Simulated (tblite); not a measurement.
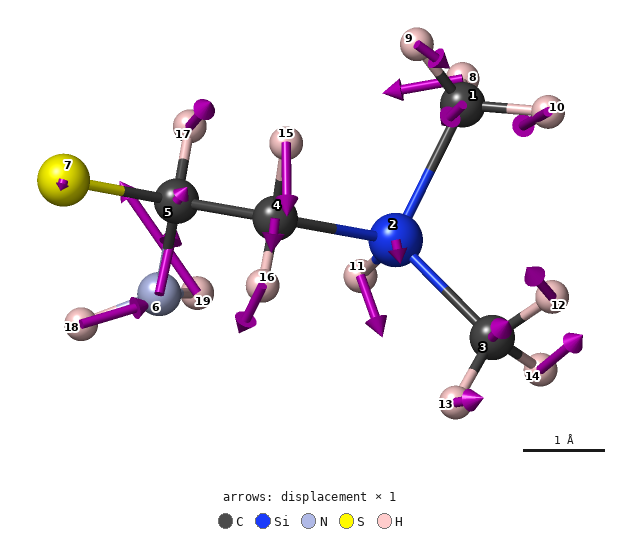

A relaxation of C$_{4}$H$_{12}$NSSi (multiplicity 2). The starting structure is drawn; purple arrows show the displacements, at their true length. The two geometries are superimposed by the best rigid fit.

A ball-and-stick model, seen face on.

Method: GFN2-xTB geometry optimisation, gas phase (tblite 0.8.0). 

Question: Which element moves most?

Answer: Hydrogen: up to 1.70 Å, against 0.97 Å for nitrogen.

Question: Describe the change and its energy.

Answer: H19 moves most after the best rigid fit: 1.70 Å. Largest moves by element: H 1.70 Å, N 0.97 Å, C 0.60 Å, Si 0.30 Å, S 0.14 Å. Among the contacts that change: C5–S7 1.777 → 1.846 Å, Si2–C3 1.843 → 1.905 Å, C3–H12 1.133 → 1.086 Å, Si2–C4 1.874 → 1.918 Å. Among the angles between lasting bonds that change: H18–N6–H19 115.4° → 108.9°, C3–Si2–C4 113.0° → 106.7°, N6–C5–H17 113.5° → 108.7°. Groups turn about C5–N6 by about 80°, C1–Si2 by about 55°, Si2–C4 by about 50°. After 198 geometry steps the energy has fallen by 16.4 kcal/mol. The run took 1.8 s on 1 thread of Arm Neoverse V1 (shared host).
